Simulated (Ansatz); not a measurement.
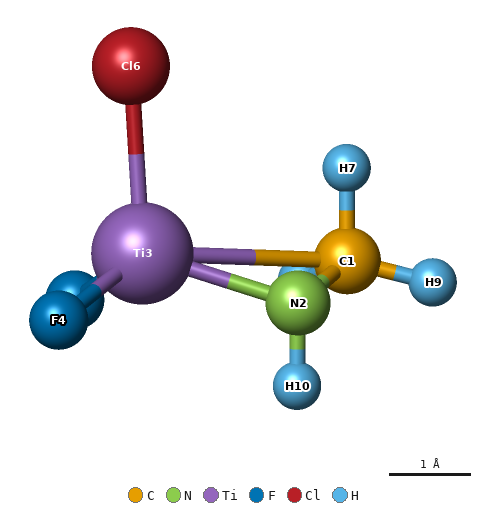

This is the input geometry for a relaxation of CH4ClF2NTi (coarse preliminary run). A ball-and-stick model, seen at a tilt.

The start comes from a force field.

These are results of Ansatz 0.2.0, RKS PBE-D4/def2-SVP, not measurements.

The input:
```yaml
crystal:
  periodic: [false, false, false]
  atoms:
    - {symbol: C, position_ang: [-1.115500, -0.767600, 0.459300]}
    - {symbol: N, position_ang: [-0.426200, -0.520000, -0.786900]}
    - {symbol: Ti, position_ang: [1.041400, 0.825400, -0.379100]}
    - {symbol: F, position_ang: [2.226700, 1.097500, -1.935700]}
    - {symbol: F, position_ang: [2.172000, 0.132400, 1.038000]}
    - {symbol: Cl, position_ang: [0.138800, 2.878900, 0.283100]}
    - {symbol: H, position_ang: [-1.620000, 0.231700, 0.752500]}
    - {symbol: H, position_ang: [-0.435600, -1.033900, 1.246900]}
    - {symbol: H, position_ang: [-1.944000, -1.476400, 0.333500]}
    - {symbol: H, position_ang: [0.045400, -1.419200, -1.008500]}
basis:
  gaussian: {orbitals: def2-SVP}
hamiltonian: {xc: pbe, dispersion: d4}
relax: {f_tol: 0.03, max_steps: 200}
```

Run as
```bash
ansatz run in.yaml --threads 2 --pin off --events-out ev --progress --plain --max-ram 32768MiB --backend cpu
```

Question: Where does the relaxation end?

Answer: Over 16 accepted moves (18 points after the start) the energy falls by 1.801 eV. Largest force component: 3 eV/Å at the start, 0.025 eV/Å at the end. The line search rejected the trial steps at points 7, 15 of the run. The atom that moves furthest after the best rigid fit is H7 (1.40 Å). Largest moves by element: H 1.40 Å, F 0.81 Å, Cl 0.80 Å, N 0.43 Å, C 0.22 Å, Ti 0.13 Å. Among the contacts that change: Ti3–F4 1.975 → 1.753 Å, Ti3–F5 1.941 → 1.757 Å, N2–Ti3 2.032 → 1.853 Å, C1–Ti3 2.809 → 2.953 Å. Among the angles between lasting bonds that change: C1–N2–Ti3 106.5° → 126.3°, Ti3–N2–H10 106.7° → 119.4°, F4–Ti3–F5 106.0° → 115.8°.

The structure at the end:

```xyz
10

C    -0.9966   -0.9264    0.5603
N    -0.1294   -0.4341   -0.4925
Ti    1.1163    0.9294   -0.3398
F     2.2563    0.7373   -1.6572
F     1.7906    0.8028    1.2776
Cl    0.0466    2.8703   -0.5133
H    -0.6990   -0.4825    1.5320
H    -0.9295   -2.0324    0.6680
H    -2.0636   -0.6618    0.3830
H    -0.3086   -0.8537   -1.4151
```

The end point in the same view:

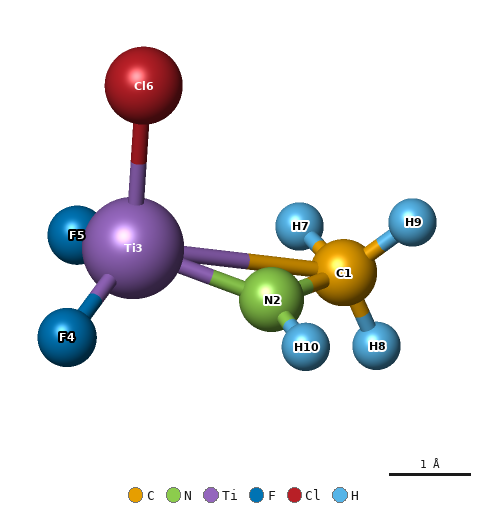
